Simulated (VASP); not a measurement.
Band structure of Ta (bcc). Level of theory: PBEsol GGA, VASP's PBE PAW potentials (set 64) (plane waves; VASP).

Unless said otherwise, spin-orbit coupling is left out, though it shifts the bands of the heavy elements here.

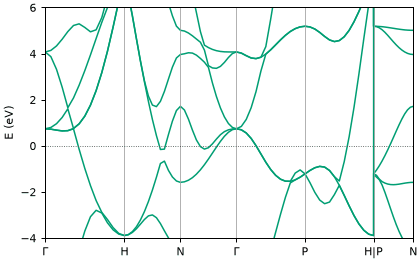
Fig. 1. Bands along high-symmetry lines, zero at the valence-band maximum or, without a gap, the Fermi level

**Question.** Read the plot: is there a gap, and where are the band edges?

**Answer.** It has no gap at this level: it comes out as a metal or semimetal. (Edges off the drawn lines would not show.)

The compound is Ta in the bcc structure. It was relaxed first.
